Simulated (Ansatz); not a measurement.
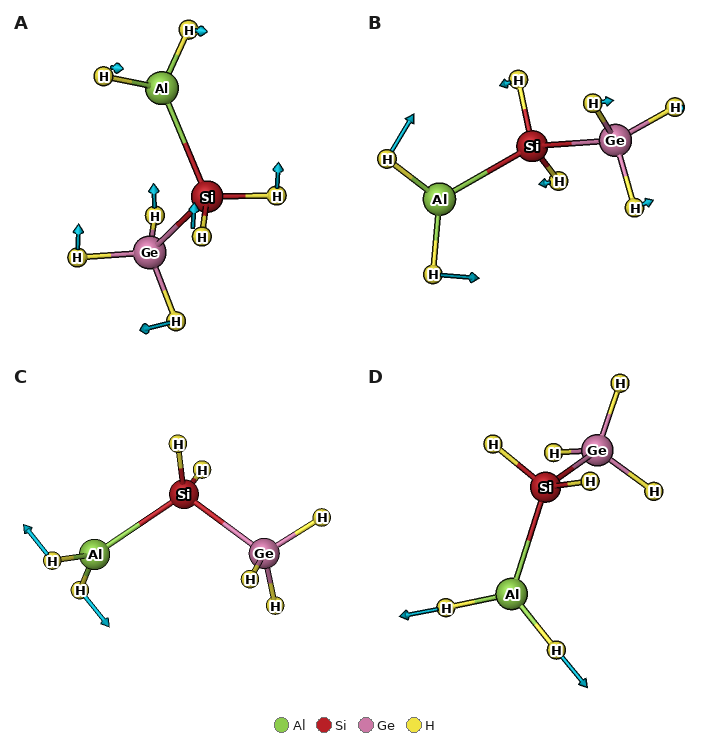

4 normal modes of one molecule or complex, as arrows. Harmonic vibrations computed with RKS PBE0-D4/def2-TZVP (Ansatz 0.2.0) at a stationary point of the same level.

Match the panels to the wavenumbers 57 cm⁻¹, 435 cm⁻¹, 776 cm⁻¹, 1912 cm⁻¹.

A: 435 cm⁻¹, H–Ge–Si bending
B: 776 cm⁻¹, angle bending
C: 57 cm⁻¹, a torsion or out-of-plane motion in which bond lengths and bond angles hardly change
D: 1912 cm⁻¹, in-phase stretching of 2 Al–H bonds
